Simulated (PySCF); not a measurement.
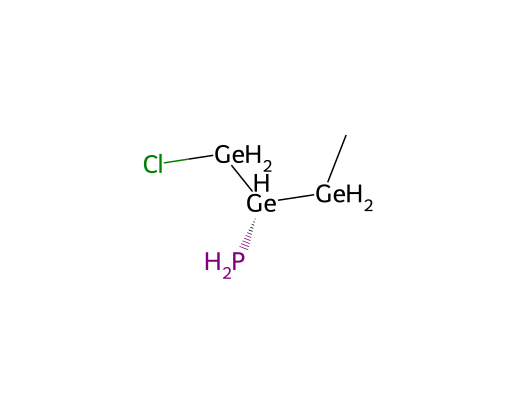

Structural formula above. The computed structure is the end point of a PBE0-D3(BJ)/def2-SVP optimisation. No frequency run is at hand to confirm it as a minimum.

What does the molecule look like in three dimensions?

It has 16 atoms: 1 carbon, 10 hydrogen, 1 chlorine, 3 germanium and 1 phosphorus (CH₁₀ClGe₃P). As SMILES it reads `[CH3][GeH2][Ge@H]([PH2])[GeH2][Cl]`. This geometry has C1 symmetry. Coordination: 1 C tetrahedral; 3 Ge tetrahedral; 1 P trigonal pyramidal.

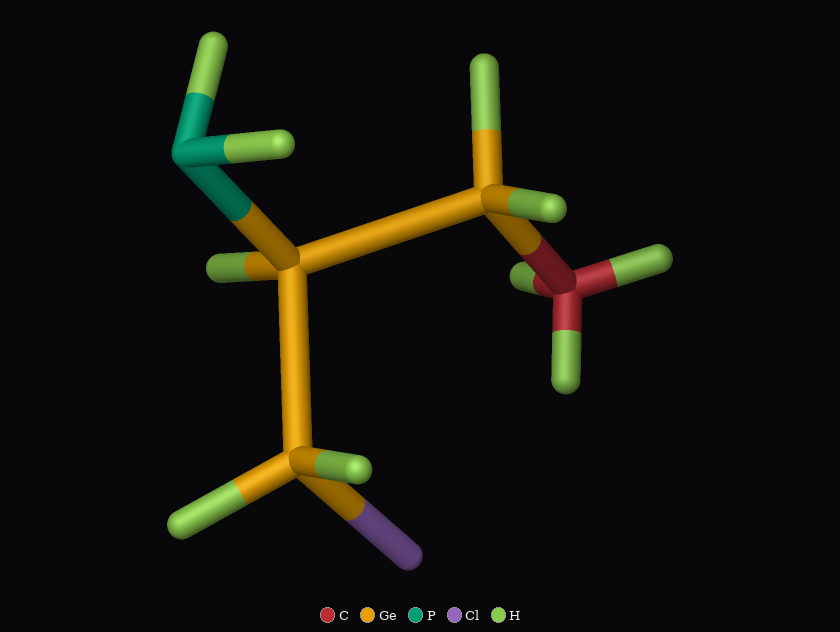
